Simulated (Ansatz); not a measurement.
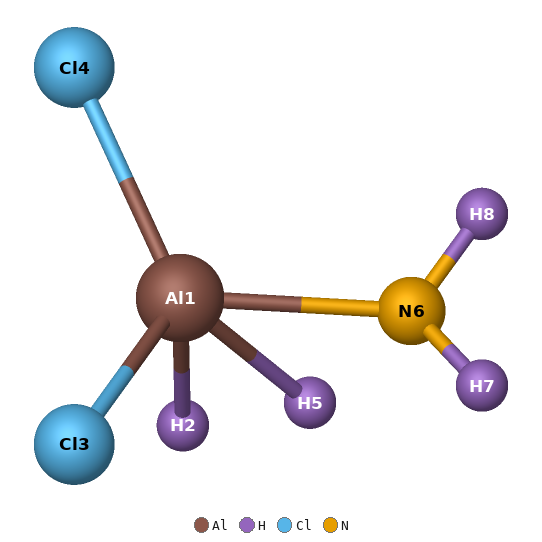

Harmonic vibrations computed with RKS PBE0-D4/def2-SVP (Ansatz 0.2.0) at a stationary point of the same level.

**How many imaginary frequencies does it have?**

A first-order saddle point: one imaginary frequency, 1310i cm⁻¹.

**How many vibrational modes are there, and where do they lie?**

18 modes: 1310i, 143, 157, 251, 321, 433, 561, 583, 614, 724, 744, 970, 1467, 1511, 1598, 1852, 3561, 3662 cm⁻¹.
